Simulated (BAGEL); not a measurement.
**One shape, several levels: doublet C2H4F2S+**

Aim: a comparison of 4 runs (UHF/STO-3G, UHF/3-21G, ROHF/6-31G*, ROHF/def2-SVP) of doublet C2H4F2S+. 

Program for the calculation: BAGEL 1.2.2.

2 further runs of the same task are left out: 2 set aside as unsound or not needed. Runs told in other sessions of the task aren't counted.

**1. Starting point**

The species is C2H4F2S+ (9 atoms), meant as a doublet with charge +1. As SMILES of the parent species, `FCSCF`. The shape is that of a GFN2-xTB optimisation. This is one conformer, not always the lowest. That shape belongs to the parent species and isn't relaxed for this state.

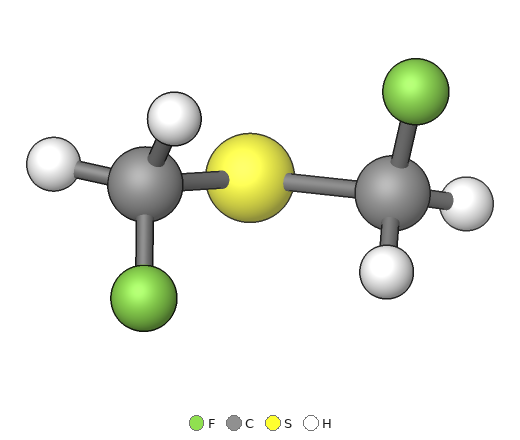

Viewed from a chosen angle; fluorine green, carbon grey, sulfur yellow, hydrogen white.

**2. The energy at UHF/STO-3G (density fitting with qzvpp-jkfit) (run 1)**

Contents of input.json:

```json
{ "bagel": [

{
  "title": "molecule",
  "basis": "sto-3g",
  "df_basis": "qzvpp-jkfit",
  "angstrom": "true",
  "geometry": [
    { "atom": "F", "xyz": [    0.209210,   -0.331020,   -1.924700 ] },
    { "atom": "C", "xyz": [    0.888130,    0.371850,   -0.977230 ] },
    { "atom": "S", "xyz": [    0.954980,   -0.534260,    0.595970 ] },
    { "atom": "C", "xyz": [   -0.804910,   -0.418360,    1.028570 ] },
    { "atom": "F", "xyz": [   -1.154870,    0.859680,    1.341830 ] },
    { "atom": "H", "xyz": [    0.375340,    1.325600,   -0.829310 ] },
    { "atom": "H", "xyz": [    1.915080,    0.510300,   -1.319300 ] },
    { "atom": "H", "xyz": [   -1.413280,   -0.738170,    0.178440 ] },
    { "atom": "H", "xyz": [   -0.969690,   -1.045620,    1.905730 ] }
  ]
},
{ "title": "uhf", "charge": 1, "nopen": 1 },
{ "title": "print", "file": "orbitals.molden", "orbitals": "true" }

]}
```

The run is started by

```console
$ BAGEL_NUM_THREADS=1 BAGEL input.json > input.out
```

The program printed:

```text
* using 1 threads per process

  ===============================================================
  ===============================================================

  *** Geometry ***

  { "atom" : "F", "xyz" : [      0.395350,     -0.625537,     -3.637156 ] },
  { "atom" : "C", "xyz" : [      1.678322,      0.702695,     -1.846697 ] },
  { "atom" : "S", "xyz" : [      1.804651,     -1.009605,      1.126220 ] },
  { "atom" : "C", "xyz" : [     -1.521059,     -0.790586,      1.943716 ] },
  { "atom" : "F", "xyz" : [     -2.182388,      1.624560,      2.535691 ] },
  { "atom" : "H", "xyz" : [      0.709290,      2.505021,     -1.567169 ] },
  { "atom" : "H", "xyz" : [      3.618977,      0.964327,     -2.493116 ] },
  { "atom" : "H", "xyz" : [     -2.670712,     -1.394939,      0.337203 ] },
  { "atom" : "H", "xyz" : [     -1.832449,     -1.975935,      3.601308 ] },

  Number of auxiliary basis functions:      504

  Since a DF basis is specified, we compute 2- and 3-index integrals:
    o Being stored without compression. Storage requirement is 0.004 GB

  Number of basis functions:       33
  Number of electrons      :       50

    * METHOD: MOLECULE                             0.31

  *** Open-shell HF ***

  === Nuclear Repulsion ===
   238.7381089091

      * DIIS with orbital gradients will be used.

  === UHF iteration (sto-3g) ===
      0       -665.95790552          0.04496784           0.08
      1       -666.13389054          0.01288901           0.07
      2       -666.14830768          0.00408261           0.07
      3       -666.14996841          0.00111470           0.07
      4       -666.15038701          0.00012862           0.07
      5       -666.15043039          0.00004747           0.07
      6       -666.15045438          0.00001832           0.07
      7       -666.15046457          0.00000969           0.07
      8       -666.15047028          0.00000287           0.07
      9       -666.15047082          0.00000153           0.07
     10       -666.15047094          0.00000063           0.07
     11       -666.15047095          0.00000026           0.07
     12       -666.15047095          0.00000012           0.07
     13       -666.15047095          0.00000003           0.07
     14       -666.15047095          0.00000002           0.07
     15       -666.15047095          0.00000001           0.07
    * SCF iteration converged.

    * S^2 (UHF) is 0.7609

    * Permanent dipole moment:
           (   -0.699238,     0.390317,    -0.430913) a.u.

    * METHOD: UHF                                  1.33

    * METHOD: PRINT                                0.01

  ===============================================================
```

Wall time 1.8 s (1 thread of Arm Neoverse N1, shared host); peak memory 0.083 GiB.

**3. A single-point energy at UHF/3-21G (density fitting with qzvpp-jkfit) (run 2)**

Contents of input.json:

```json
{ "bagel" : [

{
  "title" : "molecule",
  "basis" : "3-21g",
  "df_basis" : "qzvpp-jkfit",
  "angstrom" : "true",
  "geometry" : [
    { "atom" : "F", "xyz" : [       0.209210,      -0.331020,      -1.924700 ] },
    { "atom" : "C", "xyz" : [       0.888130,       0.371850,      -0.977230 ] },
    { "atom" : "S", "xyz" : [       0.954980,      -0.534260,       0.595970 ] },
    { "atom" : "C", "xyz" : [      -0.804910,      -0.418360,       1.028570 ] },
    { "atom" : "F", "xyz" : [      -1.154870,       0.859680,       1.341830 ] },
    { "atom" : "H", "xyz" : [       0.375340,       1.325600,      -0.829310 ] },
    { "atom" : "H", "xyz" : [       1.915080,       0.510300,      -1.319300 ] },
    { "atom" : "H", "xyz" : [      -1.413280,      -0.738170,       0.178440 ] },
    { "atom" : "H", "xyz" : [      -0.969690,      -1.045620,       1.905730 ] }
  ]
},

{ "title" : "uhf", "charge" : 1, "nopen" : 1 },

{ "title" : "print", "file" : "orbitals.molden", "orbitals" : "true" }

]}
```

The run is started by

```console
$ BAGEL_NUM_THREADS=1 BAGEL input.json > input.out
```

The program printed:

```text
* using 1 threads per process

  ===============================================================
  ===============================================================

  *** Geometry ***

  { "atom" : "F", "xyz" : [      0.395350,     -0.625537,     -3.637156 ] },
  { "atom" : "C", "xyz" : [      1.678322,      0.702695,     -1.846697 ] },
  { "atom" : "S", "xyz" : [      1.804651,     -1.009605,      1.126220 ] },
  { "atom" : "C", "xyz" : [     -1.521059,     -0.790586,      1.943716 ] },
  { "atom" : "F", "xyz" : [     -2.182388,      1.624560,      2.535691 ] },
  { "atom" : "H", "xyz" : [      0.709290,      2.505021,     -1.567169 ] },
  { "atom" : "H", "xyz" : [      3.618977,      0.964327,     -2.493116 ] },
  { "atom" : "H", "xyz" : [     -2.670712,     -1.394939,      0.337203 ] },
  { "atom" : "H", "xyz" : [     -1.832449,     -1.975935,      3.601308 ] },

  Number of auxiliary basis functions:      504

  Since a DF basis is specified, we compute 2- and 3-index integrals:
    o Being stored without compression. Storage requirement is 0.013 GB

  Number of basis functions:       57
  Number of electrons      :       50

    * METHOD: MOLECULE                             0.32

  *** Open-shell HF ***

  === Nuclear Repulsion ===
   238.7381089091

      * DIIS with orbital gradients will be used.

  === UHF iteration (3-21g) ===
      0       -670.42205745          0.04741400           0.14
      1       -670.56643051          0.02841468           0.14
      2       -670.60081491          0.01695404           0.14
      3       -670.61654557          0.00142685           0.14
      4       -670.61726204          0.00034039           0.14
      5       -670.61735338          0.00013237           0.14
      6       -670.61738724          0.00005664           0.15
      7       -670.61739813          0.00003235           0.14
      8       -670.61740280          0.00001667           0.15
      9       -670.61740453          0.00000515           0.14
     10       -670.61740468          0.00000252           0.15
     11       -670.61740470          0.00000112           0.14
     12       -670.61740471          0.00000045           0.14
     13       -670.61740472          0.00000018           0.14
     14       -670.61740472          0.00000011           0.15
     15       -670.61740472          0.00000008           0.14
     16       -670.61740472          0.00000004           0.14
     17       -670.61740472          0.00000002           0.14
     18       -670.61740472          0.00000001           0.14
     19       -670.61740472          0.00000001           0.14
    * SCF iteration converged.

    * S^2 (UHF) is 0.7594

    * Permanent dipole moment:
           (   -0.844465,     0.471613,    -0.518866) a.u.

    * METHOD: UHF                                  3.06

    * METHOD: PRINT                                0.01

  ===============================================================
```

Run time: 3.6 s. Hardware: 1 thread of Arm Neoverse N1, shared host; peak memory 0.093 GiB.

Run 3 isn't shown in full; the table further down has it.

**4. A single-point energy at ROHF/def2-SVP (density fitting with qzvpp-jkfit) (run 4)**

Contents of input.json:

```json
{ "bagel": [

{
  "title": "molecule",
  "basis": "svp",
  "df_basis": "qzvpp-jkfit",
  "angstrom": true,
  "geometry": [
    { "atom": "F", "xyz": [       0.209210,      -0.331020,      -1.924700 ] },
    { "atom": "C", "xyz": [       0.888130,       0.371850,      -0.977230 ] },
    { "atom": "S", "xyz": [       0.954980,      -0.534260,       0.595970 ] },
    { "atom": "C", "xyz": [      -0.804910,      -0.418360,       1.028570 ] },
    { "atom": "F", "xyz": [      -1.154870,       0.859680,       1.341830 ] },
    { "atom": "H", "xyz": [       0.375340,       1.325600,      -0.829310 ] },
    { "atom": "H", "xyz": [       1.915080,       0.510300,      -1.319300 ] },
    { "atom": "H", "xyz": [      -1.413280,      -0.738170,       0.178440 ] },
    { "atom": "H", "xyz": [      -0.969690,      -1.045620,       1.905730 ] }
  ]
},

{
  "title": "rohf",
  "charge": 1,
  "nopen": 1
},

{
  "title": "print",
  "file": "orbitals.molden",
  "orbitals": true
}

]}
```

The run is started by

```console
$ BAGEL_NUM_THREADS=1 BAGEL input.json > input.out
```

The program printed:

```text
* using 1 threads per process

  ===============================================================
  ===============================================================

  *** Geometry ***

  { "atom" : "F", "xyz" : [      0.395350,     -0.625537,     -3.637156 ] },
  { "atom" : "C", "xyz" : [      1.678322,      0.702695,     -1.846697 ] },
  { "atom" : "S", "xyz" : [      1.804651,     -1.009605,      1.126220 ] },
  { "atom" : "C", "xyz" : [     -1.521059,     -0.790586,      1.943716 ] },
  { "atom" : "F", "xyz" : [     -2.182388,      1.624560,      2.535691 ] },
  { "atom" : "H", "xyz" : [      0.709290,      2.505021,     -1.567169 ] },
  { "atom" : "H", "xyz" : [      3.618977,      0.964327,     -2.493116 ] },
  { "atom" : "H", "xyz" : [     -2.670712,     -1.394939,      0.337203 ] },
  { "atom" : "H", "xyz" : [     -1.832449,     -1.975935,      3.601308 ] },

  Number of auxiliary basis functions:      504

  Since a DF basis is specified, we compute 2- and 3-index integrals:
    o Being stored without compression. Storage requirement is 0.036 GB

  Number of basis functions:       94
  Number of electrons      :       50

    * METHOD: MOLECULE                             0.43

  *** Open-shell HF ***

  === Nuclear Repulsion ===
   238.7381089091

      * DIIS with orbital gradients will be used.

  === ROHF iteration (svp) ===
      0       -673.52121097          0.03426986           0.26
      1       -673.68639159          0.02085141           0.25
      2       -673.73491990          0.01290691           0.25
      3       -673.76286895          0.00114422           0.25
      4       -673.76353579          0.00033213           0.25
      5       -673.76362235          0.00011746           0.25
      6       -673.76363967          0.00004708           0.25
      7       -673.76364437          0.00002559           0.25
      8       -673.76364581          0.00001316           0.25
      9       -673.76364632          0.00000450           0.25
     10       -673.76364632          0.00000160           0.25
     11       -673.76364632          0.00000074           0.25
     12       -673.76364632          0.00000023           0.25
     13       -673.76364633          0.00000010           0.25
     14       -673.76364633          0.00000007           0.25
     15       -673.76364633          0.00000005           0.25
     16       -673.76364633          0.00000003           0.25
     17       -673.76364633          0.00000001           0.25
     18       -673.76364633          0.00000001           0.25
    * SCF iteration converged.

    * S^2 (ROHF) is 0.7500

    * Permanent dipole moment:
           (   -0.883020,     0.493505,    -0.543080) a.u.

    * METHOD: ROHF                                 5.12

    * METHOD: PRINT                                0.03

  ===============================================================
```

Run time: 6 s. Hardware: 1 thread of Arm Neoverse N1, shared host; peak memory 0.14 GiB.

**5. The series**

```
run                                                                level  energy (Eh)   ⟨S²⟩  wall time
  1                        UHF/STO-3G (density fitting with qzvpp-jkfit)  -666.150471  0.761      1.8 s
  2                         UHF/3-21G (density fitting with qzvpp-jkfit)  -670.617405  0.759      3.6 s
  3  ROHF/6-31G* (density fitting with qzvpp-jkfit, spherical functions)  -674.088052  0.750      5.1 s
  4                     ROHF/def2-SVP (density fitting with qzvpp-jkfit)  -673.763646  0.750        6 s
```

**6. What came out**

| quantity | value |
| --- | --- |
| run 4: total energy | -673.76365 Eh |
| run 4: ⟨S²⟩ | 0.750 |

In run 1 the basis is minimal, so the values are rough. All runs together took 17 s, the longest 6 s.
